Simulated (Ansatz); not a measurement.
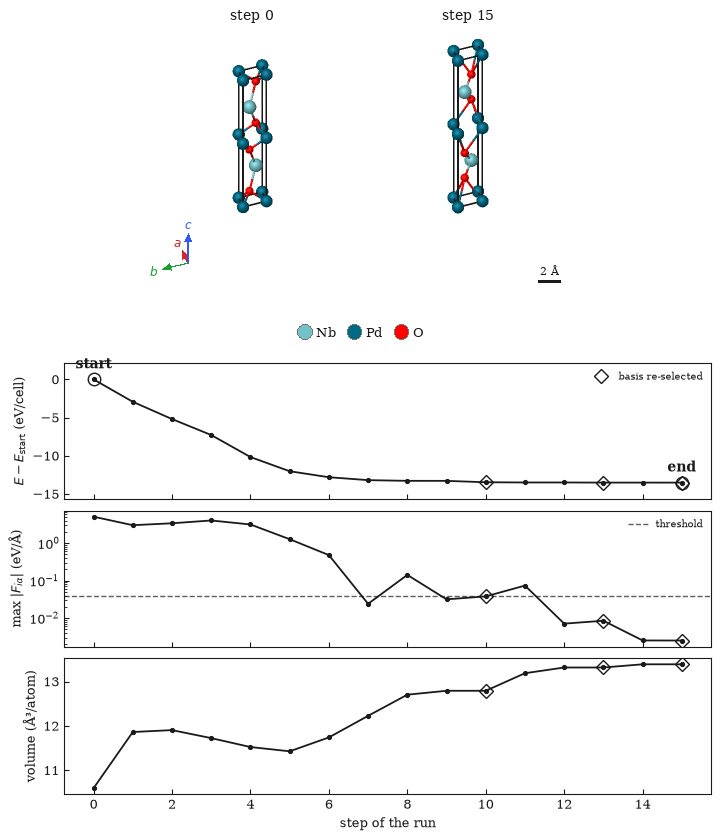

First and last geometry of a relaxation of crystalline NbPdO2 (built on the MAX phase (211) type) (coarse preliminary run), with the history of the run. The picture is a ball-and-stick view of the cell of the calculation, seen from a free direction.

Case: MAX phase (211) type (P6_3/mmc, No. 194).

Theory: Ansatz, DFT PBE, scalar-relativistic, plane waves, PAW.

Input
```yaml
crystal:
  lattice:
    - [2.7965077584, 0.0, 0.0]
    - [-1.3982538792, 2.4218467606, 0.0]
    - [0.0, 0.0, 12.5158389185]
  atoms:
    - { symbol: Nb, position: [0.3333333333, 0.6666666667, 0.75] }
    - { symbol: Nb, position: [0.6666666667, 0.3333333333, 0.25] }
    - { symbol: Pd, position: [0.0, 0.0, 0.5] }
    - { symbol: Pd, position: [0.0, 0.0, 0.0] }
    - { symbol: O, position: [0.3333333333, 0.6666666667, 0.414] }
    - { symbol: O, position: [0.6666666667, 0.3333333333, 0.914] }
    - { symbol: O, position: [0.6666666667, 0.3333333333, 0.586] }
    - { symbol: O, position: [0.3333333333, 0.6666666667, 0.086] }
basis:
  ecutwfc: 420
kpoints:
  mp_grid: { grid: [6, 6, 2] }
hamiltonian:
  xc: pbe
scf:
  occupations: { method: gaussian, width: 0.1 }
  lower_state_search: "off"
output:
  forces: true
  stress: true
  eigenvalues: true
relax:
  adjacent_minimum: "off"
  f_tol: 0.04
  max_steps: 70
  cell: { stress_tol: 0.4 }
```

Launched with:
```bash
ansatz run input.yaml --threads 1 --pin off --max-ram 2560MiB --backend cpu --events-out ev --progress --plain --runs-dir out
```

Q: Did the run converge, and what did it change?

A: It converged. Over 12 accepted moves (15 points after the start) the energy falls by 13.509 eV per cell of the calculation. Largest force component: 5.1 eV/Å at the start, 0.0025 eV/Å at the end. Pressure: 54.42 GPa at the start and −0.05 GPa at the end. At 3 points the geometry stayed and the basis and grid were re-selected for the new cell (energy shift of 0.183 eV per cell of the calculation at most each time). The largest moves relative to the cell, 1.15 Å, are those of O5, O6, O7 and O8. O6 goes along −c. Nb and Pd stay in place. Cell: a = b 2.797 → 2.921 Å (+4.5 %), c 12.516 → 14.494 Å (+15.8 %). Volume +26.4 %. Near-neighbour distances that change, for instance: Pd3–O5 1.940 → 2.929 Å, Nb1–O6 2.612 → 2.087 Å, Nb1–Nb1 2.797 → 2.921 Å. Among the angles between lasting bonds that change: Nb2–O8–Nb2 64.7° → 88.8°. The space group stays P6_3/mmc (No. 194). Cost: 86 s on 1 thread of Arm Neoverse V1, on a shared host, peak memory 0.36 GiB.

Limits of the set-up: the k-point mesh is coarse for a cell with partly filled bands.
